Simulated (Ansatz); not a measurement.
Calculation: PBE (plane waves to 420 eV, PAW; Ansatz, a program for electronic structure).

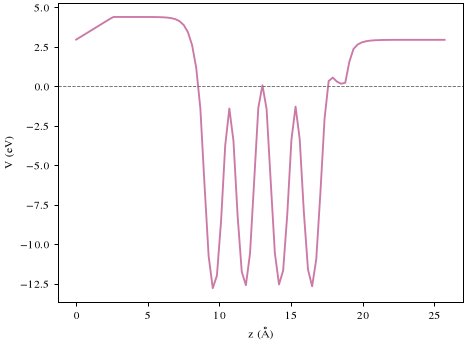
Fig. 1. Electrostatic potential energy of an electron, averaged over planes parallel to the surface, in eV from the Fermi level, for H2O on the 1x1 (0001) surface of hcp Ti, one in a 2x2 cell, started at the site 'bridge Ti-Ti (span 2.9 Å)'

Model: 19-atom slab, 6.8 Å thick at the start under the adsorbate (thin: gaps and levels are the slab's own), 6x6x1 mesh, Fermi-Dirac 0.1 eV, dipole correction, 8 atoms held, the rest relaxed; no symmetry held; no spin, no spin-orbit, no U, no dispersion correction. At the end it is bonded to 2 Ti. In PBE it is, or lies within 0.03 eV of, the lowest of the starts that converged.

Problem. The surface cell has an area of 29.91 Å². What dipole along the normal does the step between the two vacuum levels imply?

Solution. the top vacuum level lies 1.45 eV below the bottom one; p = −ε₀ A ΔV (ε₀ = 0.005526 e/(V·Å)) gives 0.24 e·Å a cell.
